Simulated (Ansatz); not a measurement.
# C$_{8}$H$_{15}$BrN$_{2}$ (charge −1): geometry relaxation (part 3 of 3)

C$_{8}$H$_{15}$BrN$_{2}$ (1-butyl-3-methylimidazolium bromide), charge −1, multiplicity 2; UKS PBE-D4/def2-SVP (Ansatz 0.2.0). The geometry: PBE-D4/def2-SVP start.

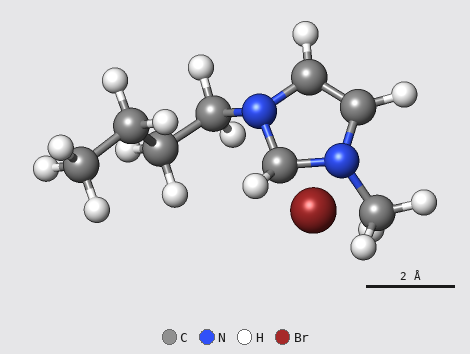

Fig. 1: The geometry at step 15 of the log (ball-and-stick view, seen at a tilt).

Trajectory as extended XYZ, continued:
```
26
Properties=species:S:1:pos:R:3:forces:R:3 step=11 energy=-81525.17890
C    -3.5218   -1.3236    0.0950   -0.0089  -0.0142  -0.0146
C    -2.5170   -0.1817    0.2582   -0.0030   0.0061   0.0196
C    -1.5798   -0.0239   -0.9424    0.0140  -0.0211   0.0131
C    -0.5437    1.0864   -0.8166    0.0066   0.0123  -0.0113
N     0.3129    0.9187    0.3793   -0.0082   0.0094  -0.0118
C     1.2778    1.9137    0.6222   -0.0009   0.0052   0.0094
C     2.4606    1.3290    0.9612   -0.0064  -0.0088  -0.0105
N     2.3032   -0.0591    0.9804    0.0069   0.0304   0.0045
C     3.3717   -0.9438    0.5232   -0.0068   0.0020   0.0039
C     0.9758   -0.3281    0.5613    0.0052  -0.0053  -0.0312
H    -4.1669   -1.1705   -0.7981    0.0089  -0.0053   0.0167
H    -4.1903   -1.4276    0.9762    0.0076   0.0028  -0.0056
H    -3.0006   -2.2948   -0.0476   -0.0063   0.0189   0.0049
H    -3.0617    0.7758    0.4312    0.0007  -0.0108  -0.0014
H    -1.9074   -0.3430    1.1742   -0.0028   0.0050  -0.0129
H    -1.0232   -0.9679   -1.1350   -0.0064  -0.0085   0.0028
H    -2.1736    0.1654   -1.8648    0.0034   0.0087   0.0041
H     0.1090    1.0598   -1.7265    0.0092   0.0077  -0.0022
H    -1.0421    2.0796   -0.7282    0.0026   0.0113  -0.0029
H     1.0312    2.9787    0.5254   -0.0011  -0.0080   0.0002
H     3.4213    1.7953    1.2146    0.0008  -0.0005  -0.0042
H     3.2051   -1.9670    0.9243   -0.0042  -0.0051   0.0016
H     4.3451   -0.5776    0.9128    0.0089  -0.0025   0.0049
H     3.3775   -0.9820   -0.5965    0.0082   0.0034  -0.0102
H     0.4347   -1.1745    1.0305   -0.0271  -0.0401   0.0221
Br    2.1023   -0.3370   -2.9142   -0.0012   0.0068   0.0110
26
Properties=species:S:1:pos:R:3:forces:R:3 step=12 energy=-81525.18014
C    -3.5177   -1.3270    0.1066    0.0213   0.0012  -0.0093
C    -2.5212   -0.1761    0.2567   -0.0154  -0.0030   0.0132
C    -1.5829   -0.0255   -0.9434    0.0174  -0.0143   0.0082
C    -0.5473    1.0854   -0.8221    0.0064   0.0124   0.0376
N     0.3102    0.9161    0.3742   -0.0119   0.0023  -0.0212
C     1.2781    1.9093    0.6140   -0.0206   0.0011  -0.0149
C     2.4604    1.3222    0.9480    0.0021  -0.0230   0.0174
N     2.2988   -0.0649    0.9751    0.0132   0.0182  -0.0185
C     3.3668   -0.9547    0.5260   -0.0211   0.0068   0.0184
C     0.9710   -0.3327    0.5554    0.0057   0.0064  -0.0298
H    -4.1600   -1.1921   -0.7900   -0.0122   0.0008  -0.0119
H    -4.1877   -1.4223    0.9864   -0.0128   0.0011   0.0196
H    -2.9898   -2.2961   -0.0190    0.0055  -0.0020   0.0000
H    -3.0728    0.7789    0.4173   -0.0078   0.0062   0.0007
H    -1.9120   -0.3217    1.1745    0.0100   0.0010   0.0081
H    -1.0266   -0.9708   -1.1273    0.0021  -0.0189  -0.0029
H    -2.1749    0.1578   -1.8672   -0.0108   0.0090  -0.0162
H     0.1056    1.0629   -1.7317    0.0160  -0.0031  -0.0080
H    -1.0466    2.0778   -0.7315    0.0010   0.0137  -0.0025
H     1.0344    2.9742    0.5131   -0.0001  -0.0007  -0.0025
H     3.4240    1.7860    1.1922    0.0139   0.0062   0.0048
H     3.1862   -1.9787    0.9189   -0.0032  -0.0040  -0.0005
H     4.3375   -0.5991    0.9315    0.0120   0.0018   0.0082
H     3.3886   -0.9840   -0.5933    0.0015   0.0025  -0.0184
H     0.4282   -1.1773    1.0278   -0.0173  -0.0251   0.0230
Br    2.1498   -0.2476   -2.8923    0.0049   0.0033  -0.0028
26
Properties=species:S:1:pos:R:3:forces:R:3 step=13 energy=-81525.18142
C    -3.5127   -1.3313    0.1296    0.0373   0.0140  -0.0034
C    -2.5302   -0.1649    0.2561   -0.0238  -0.0162   0.0076
C    -1.5894   -0.0306   -0.9441    0.0053   0.0012  -0.0090
C    -0.5521    1.0797   -0.8317    0.0187  -0.0067   0.0640
N     0.3047    0.9098    0.3656    0.0093  -0.0014  -0.0283
C     1.2776    1.9001    0.5987   -0.0376  -0.0006  -0.0117
C     2.4577    1.3097    0.9323    0.0193  -0.0183   0.0289
N     2.2899   -0.0758    0.9674    0.0003  -0.0029  -0.0206
C     3.3570   -0.9719    0.5293   -0.0166   0.0022   0.0115
C     0.9611   -0.3422    0.5478    0.0087   0.0029  -0.0228
H    -4.1517   -1.2277   -0.7734   -0.0144   0.0030  -0.0140
H    -4.1853   -1.4114    1.0084   -0.0226  -0.0015   0.0243
H    -2.9726   -2.2969    0.0327    0.0062  -0.0039  -0.0022
H    -3.0935    0.7867    0.3936   -0.0051   0.0063  -0.0008
H    -1.9211   -0.2825    1.1779    0.0073  -0.0005   0.0098
H    -1.0358   -0.9806   -1.1122    0.0024  -0.0122  -0.0024
H    -2.1786    0.1429   -1.8713   -0.0169   0.0024  -0.0197
H     0.1041    1.0573   -1.7396    0.0063  -0.0023  -0.0087
H    -1.0498    2.0733   -0.7424    0.0050   0.0008  -0.0089
H     1.0391    2.9649    0.4878    0.0017   0.0033  -0.0037
H     3.4257    1.7697    1.1653    0.0092   0.0055   0.0048
H     3.1527   -1.9990    0.9035    0.0055   0.0161  -0.0136
H     4.3233   -0.6354    0.9634   -0.0151  -0.0041  -0.0069
H     3.4054   -0.9813   -0.5905    0.0018  -0.0015   0.0107
H     0.4154   -1.1814    1.0309    0.0061   0.0134   0.0087
Br    2.2591   -0.0812   -2.8851    0.0017   0.0010   0.0066
26
Properties=species:S:1:pos:R:3:forces:R:3 step=14 energy=-81525.18225
C    -3.5116   -1.3312    0.1482    0.0272   0.0181  -0.0008
C    -2.5361   -0.1567    0.2559   -0.0191  -0.0181   0.0064
C    -1.5982   -0.0332   -0.9485    0.0016   0.0035  -0.0068
C    -0.5541    1.0723   -0.8426    0.0163  -0.0101   0.0532
N     0.3032    0.9014    0.3532    0.0091  -0.0039  -0.0314
C     1.2747    1.8919    0.5899   -0.0344  -0.0018  -0.0062
C     2.4535    1.3013    0.9280    0.0196  -0.0050   0.0236
N     2.2854   -0.0835    0.9603    0.0014  -0.0151  -0.0142
C     3.3558   -0.9794    0.5321    0.0020  -0.0006   0.0044
C     0.9593   -0.3516    0.5331    0.0025  -0.0020  -0.0090
H    -4.1542   -1.2450   -0.7547   -0.0044   0.0020  -0.0003
H    -4.1814   -1.4030    1.0307   -0.0131  -0.0008   0.0085
H    -2.9649   -2.2945    0.0642    0.0012   0.0016  -0.0022
H    -3.1047    0.7936    0.3819   -0.0004  -0.0004  -0.0010
H    -1.9229   -0.2582    1.1774   -0.0002   0.0005  -0.0018
H    -1.0509   -0.9881   -1.1112   -0.0015  -0.0029  -0.0013
H    -2.1898    0.1384   -1.8752   -0.0065  -0.0009  -0.0070
H     0.1024    1.0473   -1.7507    0.0000  -0.0033  -0.0045
H    -1.0466    2.0689   -0.7559    0.0048  -0.0037  -0.0078
H     1.0368    2.9564    0.4758    0.0030   0.0025  -0.0031
H     3.4218    1.7610    1.1614    0.0008   0.0025   0.0031
H     3.1375   -2.0100    0.8890    0.0103   0.0247  -0.0170
H     4.3158   -0.6544    0.9902   -0.0317  -0.0084  -0.0163
H     3.4272   -0.9734   -0.5872   -0.0029  -0.0032   0.0299
H     0.4118   -1.1879    1.0219    0.0129   0.0238  -0.0020
Br    2.3303    0.0174   -2.8672    0.0017   0.0005   0.0037
26
Properties=species:S:1:pos:R:3:forces:R:3 step=15 energy=-81525.18310
C    -3.5156   -1.3251    0.1685    0.0041   0.0185   0.0025
C    -2.5412   -0.1481    0.2571   -0.0035  -0.0149  -0.0008
C    -1.6096   -0.0371   -0.9547   -0.0043   0.0054   0.0021
C    -0.5538    1.0597   -0.8572    0.0007  -0.0122   0.0170
N     0.3036    0.8873    0.3357    0.0082  -0.0001  -0.0209
C     1.2675    1.8812    0.5852   -0.0115  -0.0073   0.0024
C     2.4457    1.2939    0.9328    0.0030   0.0098   0.0038
N     2.2828   -0.0915    0.9534    0.0031  -0.0173  -0.0002
C     3.3613   -0.9805    0.5349    0.0226  -0.0044  -0.0090
C     0.9628   -0.3647    0.5109   -0.0012  -0.0026   0.0107
H    -4.1663   -1.2492   -0.7303    0.0077   0.0009   0.0130
H    -4.1790   -1.3898    1.0574    0.0041   0.0017  -0.0120
H    -2.9673   -2.2880    0.0896   -0.0035   0.0032  -0.0008
H    -3.1100    0.8032    0.3760    0.0045  -0.0053  -0.0010
H    -1.9212   -0.2390    1.1756   -0.0070   0.0014  -0.0122
H    -1.0732   -0.9990   -1.1156   -0.0069   0.0092   0.0025
H    -2.2061    0.1365   -1.8786    0.0071  -0.0045   0.0073
H     0.1014    1.0280   -1.7665   -0.0038  -0.0026   0.0012
H    -1.0371    2.0611   -0.7755    0.0028  -0.0081  -0.0032
H     1.0264    2.9450    0.4713    0.0023   0.0006  -0.0006
H     3.4105    1.7564    1.1758   -0.0088  -0.0024   0.0000
H     3.1356   -2.0160    0.8718    0.0113   0.0211  -0.0110
H     4.3122   -0.6624    1.0167   -0.0353  -0.0097  -0.0193
H     3.4560   -0.9585   -0.5828   -0.0063  -0.0010   0.0377
H     0.4143   -1.2001    1.0022    0.0113   0.0189  -0.0123
Br    2.4002    0.0968   -2.8537   -0.0009   0.0017   0.0029
26
Properties=species:S:1:pos:R:3:forces:R:3 step=16 energy=-81525.18373
C    -3.5261   -1.3144    0.1818    0.0008   0.0093   0.0004
C    -2.5458   -0.1420    0.2587    0.0005  -0.0103  -0.0083
C    -1.6172   -0.0452   -0.9569   -0.0030   0.0079   0.0137
C    -0.5531    1.0446   -0.8675   -0.0073  -0.0128  -0.0029
N     0.3051    0.8725    0.3226    0.0081   0.0030  -0.0111
C     1.2605    1.8708    0.5832    0.0018  -0.0081   0.0083
C     2.4392    1.2888    0.9385   -0.0086   0.0101  -0.0065
N     2.2843   -0.0978    0.9495   -0.0005  -0.0091   0.0089
C     3.3714   -0.9775    0.5353    0.0153  -0.0062  -0.0120
C     0.9698   -0.3770    0.4942    0.0018   0.0039   0.0111
H    -4.1797   -1.2413   -0.7149    0.0062   0.0004   0.0089
H    -4.1868   -1.3695    1.0732    0.0024   0.0010  -0.0067
H    -2.9831   -2.2809    0.1076   -0.0056   0.0078   0.0006
H    -3.1089    0.8133    0.3717    0.0038  -0.0057  -0.0001
H    -1.9228   -0.2288    1.1753   -0.0044   0.0006  -0.0082
H    -1.0897   -1.0127   -1.1126   -0.0030   0.0042   0.0019
H    -2.2148    0.1273   -1.8800    0.0023  -0.0036   0.0019
H     0.0995    1.0076   -1.7784    0.0039   0.0003  -0.0002
H    -1.0302    2.0491   -0.7899    0.0010  -0.0035  -0.0002
H     1.0147    2.9336    0.4704    0.0012  -0.0014   0.0008
H     3.3992    1.7556    1.1910   -0.0033  -0.0006  -0.0008
H     3.1473   -2.0170    0.8595    0.0080   0.0113  -0.0032
H     4.3149   -0.6593    1.0299   -0.0173  -0.0044  -0.0107
H     3.4784   -0.9444   -0.5804   -0.0028   0.0018   0.0201
H     0.4223   -1.2149    0.9818    0.0015   0.0026  -0.0081
Br    2.4515    0.1595   -2.8436   -0.0027   0.0017   0.0025
26
Properties=species:S:1:pos:R:3:forces:R:3 step=17 energy=-81525.18452
C    -3.5554   -1.2888    0.2000   -0.0032  -0.0046  -0.0011
C    -2.5543   -0.1337    0.2600    0.0054   0.0103  -0.0037
C    -1.6274   -0.0645   -0.9590   -0.0021  -0.0067   0.0083
C    -0.5486    1.0128   -0.8835   -0.0184   0.0023  -0.0195
N     0.3092    0.8429    0.3041    0.0073  -0.0013   0.0236
C     1.2462    1.8514    0.5874    0.0146  -0.0116  -0.0070
C     2.4281    1.2819    0.9526   -0.0167   0.0014  -0.0089
N     2.2918   -0.1074    0.9471   -0.0012  -0.0026   0.0025
C     3.3966   -0.9650    0.5326    0.0077  -0.0044  -0.0136
C     0.9870   -0.4001    0.4707    0.0070   0.0157   0.0113
H    -4.2111   -1.2140   -0.6949    0.0031   0.0004   0.0046
H    -4.2142   -1.3230    1.0942    0.0127   0.0041  -0.0127
H    -3.0299   -2.2656    0.1341   -0.0072   0.0057   0.0023
H    -3.1005    0.8324    0.3644    0.0063  -0.0061  -0.0014
H    -1.9288   -0.2204    1.1747   -0.0025  -0.0004  -0.0020
H    -1.1153   -1.0423   -1.1030   -0.0056   0.0088   0.0023
H    -2.2248    0.1043   -1.8830    0.0048  -0.0019   0.0030
H     0.1023    0.9667   -1.7955    0.0028  -0.0027   0.0010
H    -1.0153    2.0226   -0.8138    0.0012  -0.0040   0.0009
H     0.9886    2.9119    0.4789   -0.0013  -0.0044   0.0013
H     3.3790    1.7596    1.2193   -0.0111  -0.0067   0.0000
H     3.1855   -2.0125    0.8385    0.0039   0.0073   0.0017
H     4.3291   -0.6394    1.0415   -0.0014  -0.0020  -0.0001
H     3.5164   -0.9127   -0.5807   -0.0027   0.0039   0.0079
H     0.4431   -1.2473    0.9461    0.0018  -0.0019  -0.0054
Br    2.5227    0.2501   -2.8330   -0.0051   0.0015   0.0045
26
Properties=species:S:1:pos:R:3:forces:R:3 step=18 energy=-81525.18479
C    -3.5806   -1.2660    0.2090   -0.0073  -0.0025   0.0172
C    -2.5611   -0.1269    0.2614   -0.0032  -0.0079  -0.0212
C    -1.6333   -0.0832   -0.9577    0.0069   0.0077   0.0193
C    -0.5463    0.9864   -0.8920   -0.0040  -0.0081  -0.0253
N     0.3117    0.8192    0.2957    0.0036   0.0048  -0.0114
C     1.2367    1.8352    0.5875    0.0131   0.0016   0.0299
C     2.4200    1.2764    0.9635   -0.0062   0.0129  -0.0252
N     2.3001   -0.1145    0.9456   -0.0005  -0.0137   0.0116
C     3.4191   -0.9527    0.5274   -0.0008  -0.0036  -0.0046
C     1.0021   -0.4174    0.4567    0.0057  -0.0022   0.0093
H    -4.2345   -1.1873   -0.6867    0.0014   0.0014  -0.0002
H    -4.2403   -1.2808    1.1029    0.0052  -0.0024  -0.0090
H    -3.0727   -2.2529    0.1522   -0.0042   0.0144   0.0019
H    -3.0911    0.8492    0.3571    0.0048  -0.0131  -0.0028
H    -1.9373   -0.2158    1.1769    0.0000  -0.0009  -0.0015
H    -1.1317   -1.0684   -1.0889   -0.0052   0.0121   0.0036
H    -2.2275    0.0801   -1.8846   -0.0023  -0.0008   0.0020
H     0.1035    0.9328   -1.8044    0.0098   0.0045   0.0046
H    -1.0066    1.9995   -0.8285    0.0024  -0.0065   0.0019
H     0.9692    2.8936    0.4825   -0.0030  -0.0048   0.0026
H     3.3623    1.7629    1.2442   -0.0079  -0.0055  -0.0083
H     3.2211   -2.0064    0.8209    0.0037   0.0105  -0.0013
H     4.3442   -0.6197    1.0454   -0.0034  -0.0030  -0.0004
H     3.5452   -0.8851   -0.5842   -0.0042   0.0041   0.0079
H     0.4637   -1.2746    0.9203    0.0016   0.0009  -0.0027
Br    2.5642    0.3162   -2.8222   -0.0056  -0.0001   0.0023
```

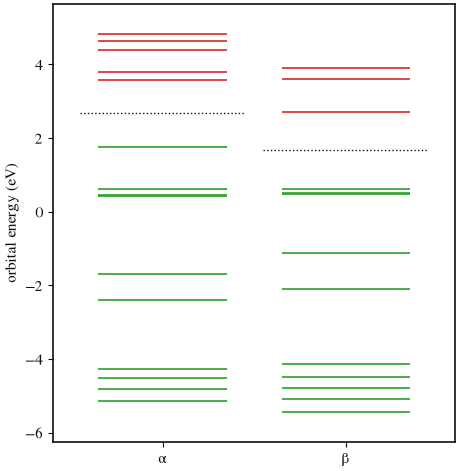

Fig. 2: Orbital energies near the frontier for α and β spins; the dotted line parts filled from empty levels, and levels within 0.02 eV of each other stand side by side. α: highest filled 1.75 eV, lowest empty 3.59 eV, 1.84 eV apart; β: highest filled 0.62 eV, lowest empty 2.72 eV, 2.10 eV apart.

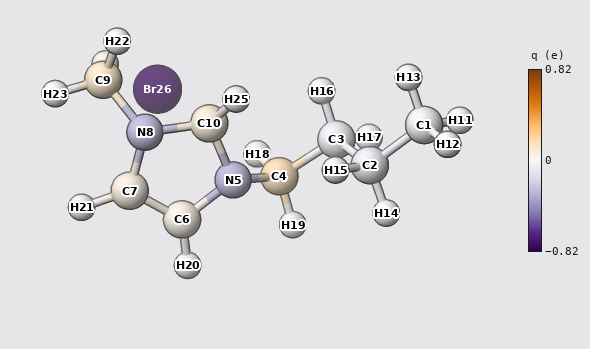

Fig. 3: Mulliken charges, as the colour of each atom (ball-and-stick view, seen at a tilt; atoms are numbered from 1 in the order of the input; Mulliken charges depend strongly on the basis). By element: C −0.05 to +0.17, N −0.28 to −0.26, H −0.03 to +0.04 and Br −0.78 e.
